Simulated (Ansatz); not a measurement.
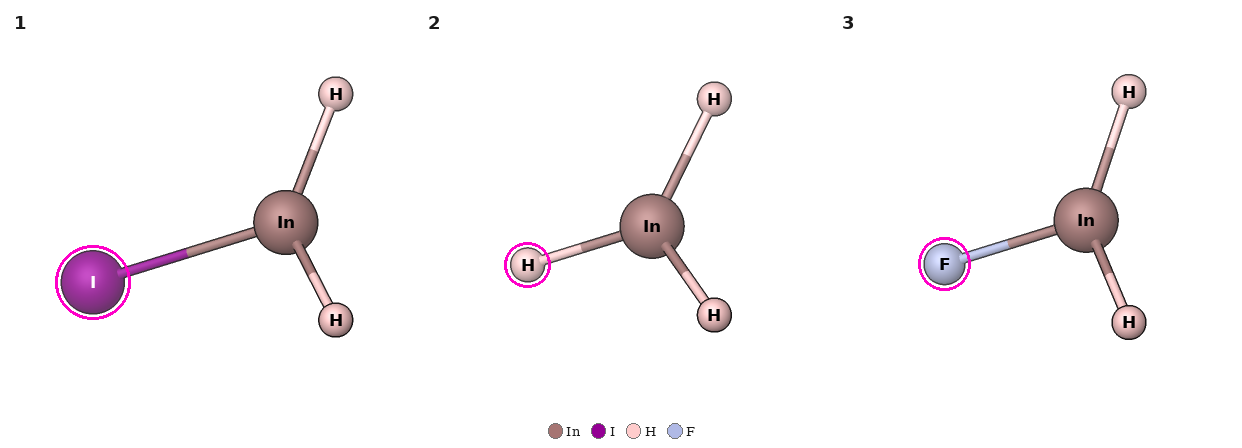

3 molecules with one skeleton, seen from the same side and at one scale; the atom that differs is circled. Each species is neutral and a spin singlet. Computed geometries: PBE0-D4/def2-TZVP optimisations, one conformation each. Properties computed with Ansatz 0.2.0. Elements past Kr carry core potentials.

One atom differs, called X below: I in panel 1, H in panel 2, F in panel 3. Their formulas are H2IIn (`[InH2][I]`), InH3 (`[InH3]`), FH2In (`[F][InH2]`).

Question: Rank them by the HOMO energy (Kohn–Sham orbital), lowest first (ωB97M-V/def2-SVP).

Answer: 3 (F), 2 (H), 1 (I).

Question: Rank them by the vertical ionisation energy, lowest first (PBE0-D4/def2-TZVPP).

Answer: 1 (I), 2 (H), 3 (F).

Give the values. With PBE0-D4/def2-TZVP: length of X–In (Å), mean angle X–In–H (°). With ωB97M-V/def2-SVP: HOMO energy (Kohn–Sham orbital) (eV), HOMO–LUMO gap (eV). With PBE0-D4/def2-TZVPP: vertical ionisation energy (eV). With r2SCAN-D4/def2-TZVPP: dipole moment (D).

```tsv
quantity	1 (I)	2 (H)	3 (F)
length of X–In (Å)	2.673	1.724	1.961
mean angle X–In–H (°)	113.9	120.0	110.4
HOMO energy (Kohn–Sham orbital) (eV)	−9.29	−10.28	−10.75
HOMO–LUMO gap (eV)	8.82	10.00	10.64
vertical ionisation energy (eV)	9.40	10.53	11.13
dipole moment (D)	2.26	0.00	2.97
```
